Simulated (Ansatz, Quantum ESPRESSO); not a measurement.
# SiCl3 (Pm-3m): zone-centre phonons

Which modes does SiCl3 (Pm-3m) have at the zone centre?

Program: Quantum ESPRESSO 7.5. Level of theory: DFT PBE, scalar-relativistic, plane waves, SSSP efficiency pseudopotentials. Results are calculated unless marked as measured.

The structure was built from a prototype and need not be the compound's stable phase.

## (1) The starting structure

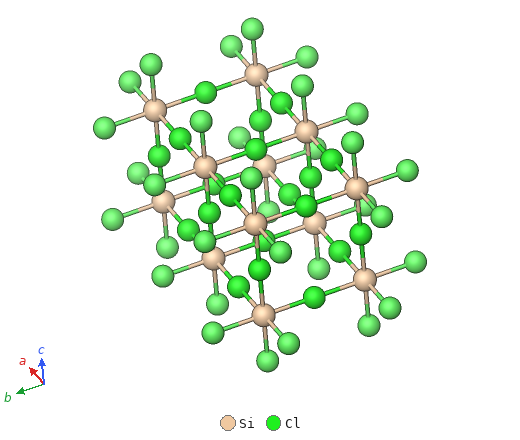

The cell as given, from a free direction (silicon light orange, chlorine green). 2×1×1 cells are drawn. Some periodic images of atoms are drawn too.

## (2) A probe with smearing

Before anything dear is run, a loose run with smearing shows whether this is a metal and how far the cell is from rest.

Contents of probe.in:

```
 &control
    calculation='scf',
    prefix='x',
    outdir='./tmp',
    pseudo_dir='./pseudo',
    tprnfor=.true.,
    tstress=.true.,
    verbosity='high',
 /
 &system
    ibrav=0,
    nat=4,
    ntyp=2,
    ecutwfc=45.0,
    ecutrho=360.0,
    occupations='smearing',
    smearing='gaussian',
    degauss=0.01,
 /
 &electrons
    conv_thr=1.0d-07,
    mixing_beta=0.7,
    electron_maxstep=100,
 /
ATOMIC_SPECIES
 Si     28.0850  Si.upf
 Cl     35.4500  Cl.upf
CELL_PARAMETERS angstrom
     4.783980000    0.000000000    0.000000000
     0.000000000    4.783980000    0.000000000
     0.000000000    0.000000000    4.783980000
ATOMIC_POSITIONS crystal
 Si     0.000000000   0.000000000   0.000000000
 Cl     0.500000000   0.000000000   0.000000000
 Cl     0.000000000   0.000000000   0.500000000
 Cl     0.000000000   0.500000000   0.000000000
K_POINTS automatic
 4 4 4 0 0 0
```

Started as:

```console
> OMP_NUM_THREADS=1 mpirun -n 4 pw.x -nk 4 -in probe.in > probe.out
```

What it wrote:

```text
[banners, grids, parts of the stress and lines that vanish by symmetry left out]
Program PWSCF v.7.5
     Message from routine setup:
     using ibrav=0 with symmetry is DISCOURAGED, use correct ibrav instead
[...]
kinetic-energy cutoff     =      45.0000  Ry
     charge density cutoff     =     360.0000  Ry
     scf convergence threshold =      1.0E-07
[...]
Exchange-correlation=  SLA  PW   PBX  PBC
                           (   1   4   3   4   0   0   0)
[...]
48 Sym. Ops., with inversion, found
[...]
(     0          1          0      )
                  (     0          0          1      )
[...]
(  0.0000000  1.0000000  0.0000000 )
                  (  0.0000000  0.0000000  1.0000000 )
[...]
(     0         -1          0      )
                  (     0          0          1      )
[...]
(     1          0          0      )
[...]
( -1.0000000  0.0000000  0.0000000 )
                  (  0.0000000  1.0000000  0.0000000 )
[...]
number of k points=    10  Gaussian smearing, width (Ry)=  0.0100
[...]
End of self-consistent calculation
[...]
the Fermi energy is     2.0668 ev
!    total energy              =    -111.47671002 Ry
[...]
convergence has been achieved in   6 iterations
[...]
atom    1 type  1   force =     0.00000000    0.00000000    0.00000000
     atom    2 type  2   force =     0.00000000    0.00000000    0.00000000
     atom    3 type  2   force =     0.00000000    0.00000000    0.00000000
     atom    4 type  2   force =     0.00000000    0.00000000    0.00000000
[...]
Total force =     0.000000     Total SCF correction =     0.000000
[...]
total   stress  (Ry/bohr**3)                   (kbar)     P=      -13.48
[...]
XML data file, charge density, pseudopotentials, collected wavefunctions

   JOB DONE.
```

Elapsed: 8.1 s, on 4 MPI ranks of AMD EPYC 7R13 (Zen 3), shared host.

This step gave:

```
volume per atom   : 27.37 Å³
pressure          : -1.348 GPa
gap on the k-mesh : 0 eV
```

No gap opens on this mesh, so smearing is kept; the start stands at -1.3 GPa.

## (3) Relaxation

The relaxation runs at a cutoff a fifth above that of the response, since stress converges more slowly with the basis than frequencies do. Forces and stress are brought to rest with tight thresholds.

Contents of relax.in:

```
 &control
    calculation='vc-relax',
    prefix='x',
    outdir='./tmp',
    pseudo_dir='./pseudo',
    tprnfor=.true.,
    tstress=.true.,
    forc_conv_thr=2.0d-05,
    etot_conv_thr=1.0d-07,
    nstep=40,
 /
 &system
    ibrav=0,
    nat=4,
    ntyp=2,
    ecutwfc=54,
    ecutrho=432.0,
    occupations='smearing',
    smearing='mv',
    degauss=0.02,
 /
 &electrons
    conv_thr=1.0d-11,
    mixing_beta=0.7,
    electron_maxstep=100,
 /
 &ions
 /
 &cell
    press_conv_thr=0.2,
 /
ATOMIC_SPECIES
 Si     28.0850  Si.upf
 Cl     35.4500  Cl.upf
CELL_PARAMETERS angstrom
     4.783980000    0.000000000    0.000000000
     0.000000000    4.783980000    0.000000000
     0.000000000    0.000000000    4.783980000
ATOMIC_POSITIONS crystal
 Si     0.000000000   0.000000000   0.000000000
 Cl     0.500000000   0.000000000   0.000000000
 Cl     0.000000000   0.000000000   0.500000000
 Cl     0.000000000   0.500000000   0.000000000
K_POINTS automatic
 8 8 8 0 0 0
```

Started as:

```console
> OMP_NUM_THREADS=1 mpirun -n 4 pw.x -nk 4 -in relax.in > relax.out
```

What it wrote:

```text
[banners, grids, parts of the stress and lines that vanish by symmetry left out]
[banner, memory and clock lines left out]
Program PWSCF v.7.5

[...]
kinetic-energy cutoff     =      54.0000  Ry
     charge density cutoff     =     432.0000  Ry
     scf convergence threshold =      1.0E-11
[...]
energy convergence thresh.=      1.0E-07
     force convergence thresh. =      2.0E-05
     press convergence thresh. =      2.0E-01
     Exchange-correlation=  SLA  PW   PBX  PBC
                           (   1   4   3   4   0   0   0)
[...]
48 Sym. Ops., with inversion, found
[...]
number of k points=    35  Marzari-Vanderbilt smearing, width (Ry)=  0.0200
[...]
End of self-consistent calculation
[...]
the Fermi energy is     1.7648 ev
!    total energy              =    -111.47181953 Ry
[...]
convergence has been achieved in   9 iterations
[...]
atom    1 type  1   force =     0.00000000    0.00000000    0.00000000
     atom    2 type  2   force =     0.00000000    0.00000000    0.00000000
     atom    3 type  2   force =     0.00000000    0.00000000    0.00000000
     atom    4 type  2   force =     0.00000000    0.00000000    0.00000000
     Total force =     0.000000     Total SCF correction =     0.000000
[...]
total   stress  (Ry/bohr**3)                   (kbar)     P=      -12.47
[...]
number of bfgs steps    =   0
[...]
CELL_PARAMETERS (angstrom)
[...]
ATOMIC_POSITIONS (crystal)
Si               0.0000000000        0.0000000000        0.0000000000
Cl               0.5000000000        0.0000000000        0.0000000000
Cl               0.0000000000        0.0000000000        0.5000000000
Cl               0.0000000000        0.5000000000        0.0000000000
[...]
New effective cutoffs (rho, wfc):  433.67   54.22
[...]
End of self-consistent calculation
[...]
the Fermi energy is     1.8479 ev
!    total energy              =    -111.47217884 Ry
[...]
convergence has been achieved in   6 iterations
[...]
atom    1 type  1   force =     0.00000000    0.00000000    0.00000000
     atom    2 type  2   force =     0.00000000    0.00000000    0.00000000
     atom    3 type  2   force =     0.00000000    0.00000000    0.00000000
     atom    4 type  2   force =     0.00000000    0.00000000    0.00000000
     Total force =     0.000000     Total SCF correction =     0.000000
[...]
total   stress  (Ry/bohr**3)                   (kbar)     P=      -10.06
[...]
number of bfgs steps    =   1
[...]
WARNING: bfgs curvature condition failed, Theta= 0.996
[...]
CELL_PARAMETERS (angstrom)
[...]
ATOMIC_POSITIONS (crystal)
[...]
New effective cutoffs (rho, wfc):  436.45   54.57
[...]
End of self-consistent calculation
[...]
the Fermi energy is     1.9738 ev
!    total energy              =    -111.47256834 Ry
[...]
convergence has been achieved in   8 iterations
[...]
atom    1 type  1   force =     0.00000000    0.00000000    0.00000000
     atom    2 type  2   force =     0.00000000    0.00000000    0.00000000
     atom    3 type  2   force =     0.00000000    0.00000000    0.00000000
     atom    4 type  2   force =     0.00000000    0.00000000    0.00000000
     Total force =     0.000000     Total SCF correction =     0.000000
[...]
total   stress  (Ry/bohr**3)                   (kbar)     P=       -6.29
[...]
number of bfgs steps    =   2
[...]
CELL_PARAMETERS (angstrom)
[...]
ATOMIC_POSITIONS (crystal)
[...]
New effective cutoffs (rho, wfc):  440.67   55.10
[...]
End of self-consistent calculation
[...]
the Fermi energy is     2.1655 ev
!    total energy              =    -111.47280448 Ry
[...]
convergence has been achieved in   8 iterations
[...]
atom    1 type  1   force =     0.00000000    0.00000000    0.00000000
     atom    2 type  2   force =     0.00000000    0.00000000    0.00000000
[...]
Total force =     0.000000     Total SCF correction =     0.000000
[...]
total   stress  (Ry/bohr**3)                   (kbar)     P=       -0.31
[...]
number of bfgs steps    =   3
[...]
CELL_PARAMETERS (angstrom)
[...]
ATOMIC_POSITIONS (crystal)
[...]
New effective cutoffs (rho, wfc):  440.88   55.13
[...]
End of self-consistent calculation
[...]
the Fermi energy is     2.1753 ev
!    total energy              =    -111.47280502 Ry
[...]
convergence has been achieved in   6 iterations
[...]
Total force =     0.000000     Total SCF correction =     0.000000
[...]
total   stress  (Ry/bohr**3)                   (kbar)     P=        0.01
[...]
number of bfgs steps    =   4
[...]
small trust_radius: resetting bfgs history
[...]
CELL_PARAMETERS (angstrom)
[...]
ATOMIC_POSITIONS (crystal)
[...]
New effective cutoffs (rho, wfc):  440.88   55.13
[...]
End of self-consistent calculation
[...]
the Fermi energy is     2.1752 ev
!    total energy              =    -111.47280502 Ry
[...]
convergence has been achieved in   3 iterations
[...]
atom    1 type  1   force =     0.00000000    0.00000000    0.00000000
     atom    2 type  2   force =     0.00000000    0.00000000    0.00000000
     atom    3 type  2   force =     0.00000000    0.00000000    0.00000000
     atom    4 type  2   force =     0.00000000    0.00000000    0.00000000
     Total force =     0.000000     Total SCF correction =     0.000000
[...]
total   stress  (Ry/bohr**3)                   (kbar)     P=        0.01
[...]
bfgs converged in   6 scf cycles and   5 bfgs steps
[...]
End of BFGS Geometry Optimization
     Final enthalpy           =    -111.4728050153 Ry
     File ./tmp/x.bfgs deleted, as requested
[...]
CELL_PARAMETERS (angstrom)
[...]
ATOMIC_POSITIONS (crystal)
[...]
Cl               0.0000000000        0.0000000000        0.5000000000
Cl               0.0000000000        0.5000000000        0.0000000000
[...]
Final scf calculation at the relaxed structure.
[...]
kinetic-energy cutoff     =      54.0000  Ry
     charge density cutoff     =     432.0000  Ry
     scf convergence threshold =      1.0E-13
[...]
press convergence thresh. =      2.0E-01
     Exchange-correlation=  SLA  PW   PBX  PBC
                           (   1   4   3   4   0   0   0)
[...]
48 Sym. Ops., with inversion, found
[...]
number of k points=    35  Marzari-Vanderbilt smearing, width (Ry)=  0.0200
[...]
c_bands:  2 eigenvalues not converged
     c_bands:  1 eigenvalues not converged
     c_bands:  1 eigenvalues not converged
     c_bands:  1 eigenvalues not converged
[...]
c_bands:  1 eigenvalues not converged
     c_bands:  1 eigenvalues not converged
[...]
End of self-consistent calculation
[...]
the Fermi energy is     2.1752 ev
!    total energy              =    -111.47278332 Ry
[...]
convergence has been achieved in   9 iterations
[...]
atom    1 type  1   force =     0.00000000    0.00000000    0.00000000
     atom    2 type  2   force =     0.00000000    0.00000000    0.00000000
     atom    3 type  2   force =     0.00000000    0.00000000    0.00000000
     atom    4 type  2   force =     0.00000000    0.00000000    0.00000000
     Total force =     0.000000     Total SCF correction =     0.000000
[...]
total   stress  (Ry/bohr**3)                   (kbar)     P=       -0.01
[...]
XML data file, charge density, pseudopotentials, collected wavefunctions
```

The job ended after 91 s (4 MPI ranks; 6.1 min of CPU time).

Relaxation path:

```tsv
step	energy less that of the first step (eV)	largest force (eV/Å)	pressure (GPa)	volume (Å³)
1	0.0000	0.0000	-1.25	109.49
2	-0.0049	0.0000	-1.01	108.79
3	-0.0102	0.0000	-0.63	107.76
4	-0.0134	0.0000	-0.03	106.21
5	-0.0134	0.0000	0.00	106.14
6	-0.0134	0.0000	0.00	106.14
7	-0.0131	0.0000	0.00	106.14
```

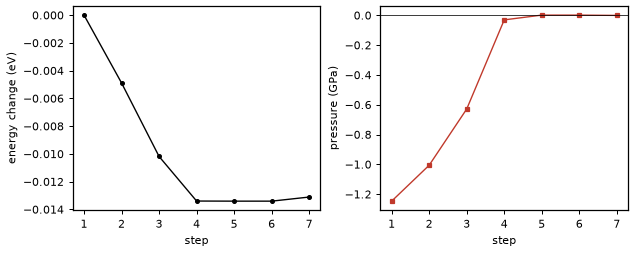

Energy and pressure along the relaxation.

```tsv
conventional cell, symmetrised	before	after	change
a (Å)	4.784	4.735	-1.0 %
b (Å)	4.784	4.735	-1.0 %
c (Å)	4.784	4.735	-1.0 %
volume (Å³/atom)	27.37	26.53	-3.1 %
```

The last row of the table of steps is pw.x's closing run on a basis chosen anew for the final cell, so its energy can jump.

This step gave:

```
volume per atom : 26.53 Å³
pressure        : -0.001 GPa
```

The volume changes by -3.1 % from the cell with which this run began.

## (4) Ground state

The response is built on this ground state, so it is converged far tighter than an energy would need. Smearing stays on, as the first look found no gap above 0.3 eV.

Contents of scf.in:

```
 &control
    calculation='scf',
    prefix='x',
    outdir='./tmp',
    pseudo_dir='./pseudo',
    tprnfor=.true.,
    tstress=.true.,
 /
 &system
    ibrav=0,
    nat=4,
    ntyp=2,
    ecutwfc=45.0,
    ecutrho=360.0,
    occupations='smearing',
    smearing='mv',
    degauss=0.02,
 /
 &electrons
    conv_thr=1.0d-12,
    mixing_beta=0.7,
    electron_maxstep=100,
 /
ATOMIC_SPECIES
 Si     28.0850  Si.upf
 Cl     35.4500  Cl.upf
CELL_PARAMETERS angstrom
     4.734659792    0.000000000    0.000000000
     0.000000000    4.734659792    0.000000000
     0.000000000    0.000000000    4.734659792
ATOMIC_POSITIONS crystal
 Si     0.000000000   0.000000000   0.000000000
 Cl     0.500000000   0.000000000   0.000000000
 Cl     0.000000000   0.000000000   0.500000000
 Cl     0.000000000   0.500000000   0.000000000
K_POINTS automatic
 8 8 8 0 0 0
```

Started as:

```console
> OMP_NUM_THREADS=1 mpirun -n 4 pw.x -nk 4 -in scf.in > scf.out
```

What it wrote:

```text
[banners, grids, parts of the stress and lines that vanish by symmetry left out]
[banner, memory and clock lines left out]
Program PWSCF v.7.5

[...]
kinetic-energy cutoff     =      45.0000  Ry
     charge density cutoff     =     360.0000  Ry
     scf convergence threshold =      1.0E-12
[...]
Exchange-correlation=  SLA  PW   PBX  PBC
                           (   1   4   3   4   0   0   0)
[...]
48 Sym. Ops., with inversion, found
[...]
number of k points=    35  Marzari-Vanderbilt smearing, width (Ry)=  0.0200
[...]
c_bands:  2 eigenvalues not converged
[...]
End of self-consistent calculation
[...]
the Fermi energy is     2.1753 ev
!    total energy              =    -111.47255415 Ry
[...]
convergence has been achieved in   9 iterations
[...]
atom    1 type  1   force =     0.00000000    0.00000000    0.00000000
     atom    2 type  2   force =     0.00000000    0.00000000    0.00000000
     atom    3 type  2   force =     0.00000000    0.00000000    0.00000000
     atom    4 type  2   force =     0.00000000    0.00000000    0.00000000
     Total force =     0.000000     Total SCF correction =     0.000000
[...]
total   stress  (Ry/bohr**3)                   (kbar)     P=        0.01
[...]
XML data file, charge density, pseudopotentials, collected wavefunctions
```

The job ended after 13 s (4 MPI ranks; 53 s of CPU time).

This step gave:

```yaml
pressure: 0.001 GPa
```

The cell stands at 0.001 GPa, close enough for phonons.

(Part 1 of 3 ends here.)

[Host names and launcher messages were left out of these logs when they were recorded.]

[Logs are printed without paths, hosts, clocks, repeated set-up lines and the standing remarks that a program may print on its own settings, such as how far it seeks lower states.]

[Hosts, paths, dates, database ids (printed as entryN), source tags and the programs' standing remarks are cut or masked in the printed files.]
